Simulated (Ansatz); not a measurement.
Energy landscape of HgF₂

5 relaxations of HgF2 ended in 4 distinct structures. Level of theory: r2SCAN+rVV10 (plane waves to 500 eV, PAW, scalar-relativistic; Ansatz, an electronic-structure program).

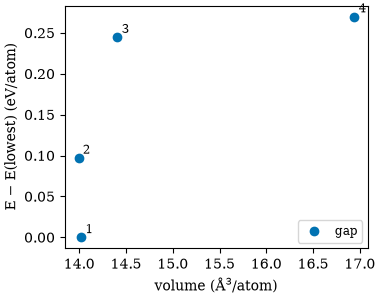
Figure. Energy against volume of the distinct structures, numbered as in the table

| # | space group | Pearson | type | E − E(lowest) (eV/atom) | V (Å³/atom) | gap (eV, no SOC) | coordination | runs ending here |
|---|---|---|---|---|---|---|---|---|
| 1 | Fm-3m | cF12 | fluorite type | 0.000 | 14.02 | 1.44 | Hg 8 (cubic), F 4 (tetrahedral) | 2 |
| 2 | P-3m1 | hP3 | CdI2 type | 0.097 | 13.99 | 1.11 | Hg 6 (octahedral), F 3 (trigonal pyramidal) | 1 |
| 3 | P6₃/mmc | hP6 | – | 0.245 | 14.41 | 0.77 | – | 1 |
| 4 | Cmmm | oS6 | – | 0.270 | 16.94 | 2.54 | – | 1 |

Coordination numbers (neighbours up to the widest gap in distance over summed covalent radii, below 1.35; n+m marks a second, longer set; metal–metal contacts left out). Fm-3m, cF12, fluorite type is the lowest of the structures calculated here.

HgF2 is modelled in the cubic space group Fm-3m (No. 225), the fluorite structure, Pearson symbol cF12. Conventional cell: a = b = c = 5.5207 Å, α = β = γ = 90.00°. Hg on 4a has 8 F at 2.391 Å (cubic). F on 8c has 4 Hg at 2.391 Å (tetrahedral). (Neighbours: up to the widest gap in distance over summed covalent radii, below 1.35, at either atom; cation-cation and far metal-metal contacts left out.)
(The calculation used a cell of 3 atoms; values per cell refer to that cell.)

Each run could gain symmetry but not lose that of its start, so entries can be saddle points. From databases, or of a type measured for this composition: Fm-3m, cF12, fluorite type; the others are generated cells (placed on structure types, drawn at random, substituted or restacked) that were not matched to a known phase here. Energies are at zero temperature and pressure, without zero-point motion. No spin polarisation in the result. Without spin-orbit coupling the bands of the heavy element are not split, so the gap can be far off.
